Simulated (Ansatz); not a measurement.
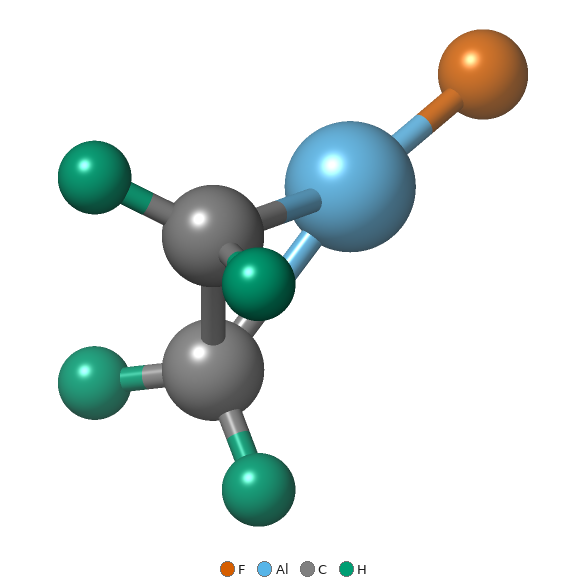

The computed structure is the end point of a PBE0-D4/def2-TZVP optimisation. No frequency run is at hand to confirm it as a minimum.

Give the structural formula.

SMILES: [F][Al]1[CH2][CH2]1

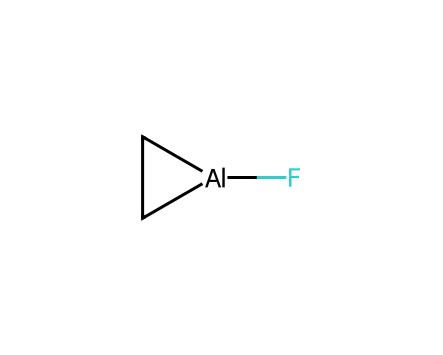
